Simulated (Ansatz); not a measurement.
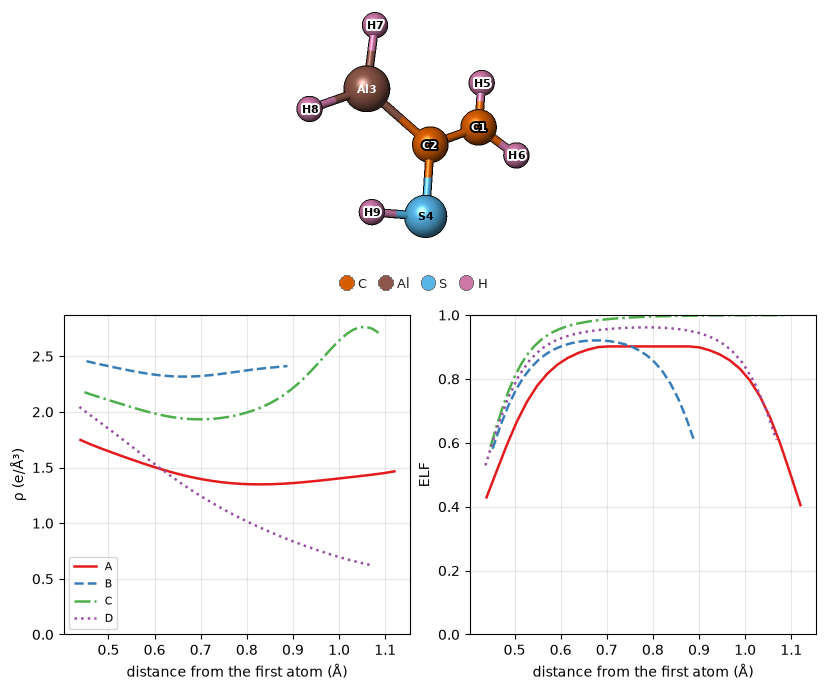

*C$_{2}$H$_{5}$AlS (SMILES C=[C]([AlH2])S). Total electron density and ELF along straight lines between neighbouring atoms. The curves leave out the atomic cores. The structure is drawn too.*

Geometry: PBE0-D4/def2-TZVP.

Method: RKS PBE0-D4/def2-TZVPP in Ansatz.

```tsv
atom	x (Å)	y (Å)	z (Å)
C	-0.0520	1.2924	-0.8454
C	-0.3065	0.3286	0.0507
Al	0.8560	-1.2262	0.0876
S	-1.6650	0.4901	1.1530
H	0.7865	1.1970	-1.5285
H	-0.6476	2.1984	-0.9423
H	2.0573	-1.2825	-0.9431
H	0.5590	-2.3744	1.1423
H	-1.4993	-0.6696	1.8085
```

**Which curve belongs to which contact (C–Al, C–C, C–H and C–S)? The first atom named is at distance zero.**

Curve A: C–S (1.76 Å): the density is about 1.4 e/Å³ at the midpoint; the ELF peaks at about 0.90 between the atoms (localised, covalent bonding). Curve B: C–C (1.34 Å): ρ is about 2.3 e/Å³ halfway; the ELF peaks at about 0.90 between the atoms (a multiple bond). Curve C: C–H (1.09 Å): the density is about 2.1 e/Å³ at the midpoint; the ELF climbs to about 1 towards the hydrogen, as it does in any bond to H (an ordinary covalent bond to hydrogen). Curve D: C–Al (1.94 Å): ρ is about 0.73 e/Å³ halfway; the ELF peaks at about 0.95 between the atoms; a polar covalent bond.
